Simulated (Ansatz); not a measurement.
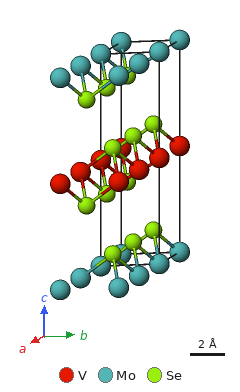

A crystal of VMoSe$_{4}$ (a generated structure, set up in P-3m1) (coarse preliminary run), before the relaxation. The picture is a ball-and-stick view of the cell of the calculation, repeated 3 × 1 × 1 with one cell outlined, seen slightly off an axis.

The calculation used Ansatz, DFT PBE, scalar-relativistic, plane waves, PAW.

Input file:
```yaml
crystal:
  lattice:
    - [3.57658415, 0.0, 0.0]
    - [-1.78829207, 3.09741273, 0.0]
    - [0.0, 0.0, 13.07824285]
  atoms:
    - { symbol: V, position: [0.0, 0.0, 0.5], spin: 2.0 }
    - { symbol: Mo, position: [0.0, 0.0, 0.0], spin: 1.0 }
    - { symbol: Se, position: [0.33333333, 0.66666667, 0.125] }
    - { symbol: Se, position: [0.33333333, 0.66666667, 0.625] }
    - { symbol: Se, position: [0.66666667, 0.33333333, 0.375] }
    - { symbol: Se, position: [0.66666667, 0.33333333, 0.875] }
basis:
  ecutwfc: 420
kpoints:
  mp_grid: { grid: [6, 6, 2] }
hamiltonian:
  xc: pbe
scf:
  occupations: { method: gaussian, width: 0.1 }
  lower_state_search: "off"
output:
  forces: true
  stress: true
  eigenvalues: true
  populations: true
magnetization:
  spin_polarized: true
relax:
  adjacent_minimum: "off"
  f_tol: 0.04
  max_steps: 70
  cell: { stress_tol: 0.4 }
```

Command:
```bash
ansatz run input.yaml --threads 1 --pin off --max-ram 2560MiB --backend cpu --events-out ev --progress --plain --runs-dir out
```

**What does the optimiser find from here?**

The largest moves relative to the cell, 0.16 Å, are those of Se4 and Se5. Se4 goes along −c. V and Mo stay in place. The volume changes by −8.8 %, with a = b 3.577 → 3.307 Å (−7.5 %), c 13.078 → 13.953 Å (+6.7 %). Among the contacts that change: V1–Se4 2.634 → 2.481 Å, Mo2–Se3 2.634 → 2.562 Å. Among the angles between lasting bonds that change: Se3–Mo2–Se3 85.5° → 80.4°, Mo2–Se3–Mo2 85.5° → 80.4°, Se3–Mo2–Se6 94.5° → 99.6°. The space group stays P-3m1 (No. 164). Over 5 accepted moves (6 points after the start) the energy falls by 0.718 eV per cell of the calculation. Largest force component: 1.3 eV/Å at the start, 0.032 eV/Å at the end. Pressure: −8.55 GPa at the start and 0.22 GPa at the end. The SCF was repeated once at an unchanged geometry on a basis and grid sized afresh for the cell, which shifted the energy by 1.1 meV per cell of the calculation at most. The program noted that the starting moments weren't kept. The run may lie on a higher electronic state than the lowest, so the end point isn't shown to be the ground-state structure.

The structure at the end:

```xyz
6
Lattice="3.3066 0.0000 0.0000 -1.6533 2.8636 0.0000 0.0000 0.0000 13.9530" Properties=species:S:1:pos:R:3 pbc="T T T"
V     1.6533    2.8636    6.9765
Mo    1.6533    2.8636   13.9530
Se    0.0000    1.9090    1.7083
Se    0.0000    1.9090    8.5611
Se    1.6533    0.9545    5.3919
Se    1.6533    0.9545   12.2446
```

After the run, drawn alike:

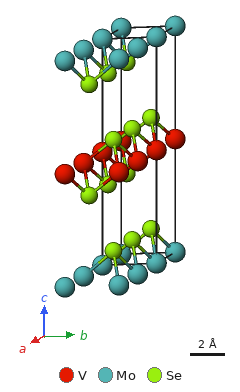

Limits of the set-up: layers or molecules are held without a dispersion correction, so their spacing is unreliable.
